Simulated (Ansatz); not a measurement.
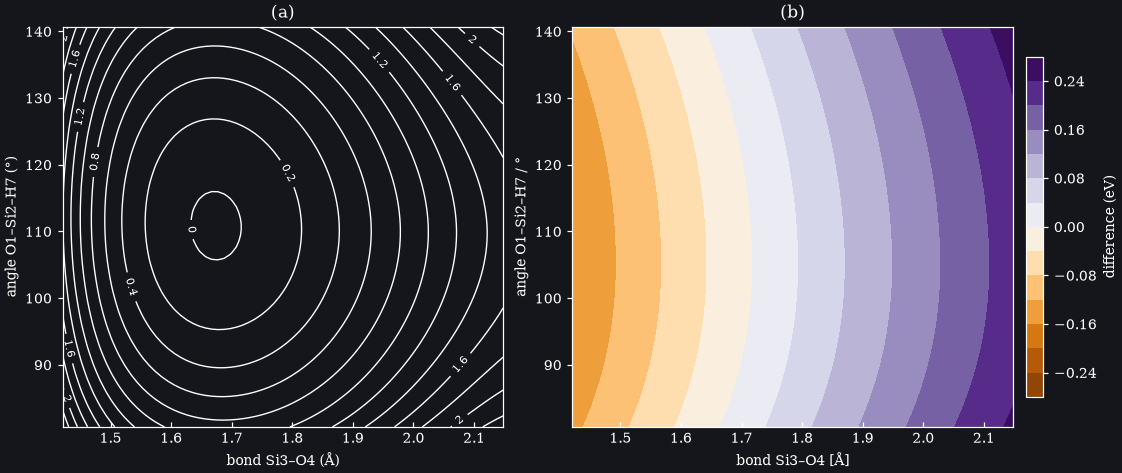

H6O2Si2, SMILES O[SiH2][SiH2]O. 
- Two internal coordinates are moved rigidly from the geometry relaxed at PBE0-D4/def2-TZVP, all others fixed.
- First axis: bond Si3–O4. Second axis: angle O1–Si2–H7.
- The grid has 5 × 5 points.
- Energies are in eV, from each map's own lowest point.
- Level of theory: RKS PBE-D4/def2-TZVPP (Ansatz 0.2.0).

Panel (a): Ansatz, RKS PBE-D4/def2-TZVPP. Panel (b): the map at RKS PBE0-D4/def2-TZVPP in Ansatz less the map of (a), each from its own lowest point.

Question: How does the change of method alter the landscape?

Answer: The difference runs from −0.16 eV at bond Si3–O4 = 1.421 Å, angle O1–Si2–H7 = 110.7° to 0.26 eV at bond Si3–O4 = 2.148 Å, angle O1–Si2–H7 = 140.7°. The interpolated minimum moves from 1.6662 to 1.6495 Å in bond Si3–O4 and 110.82 to 110.67° in angle O1–Si2–H7.
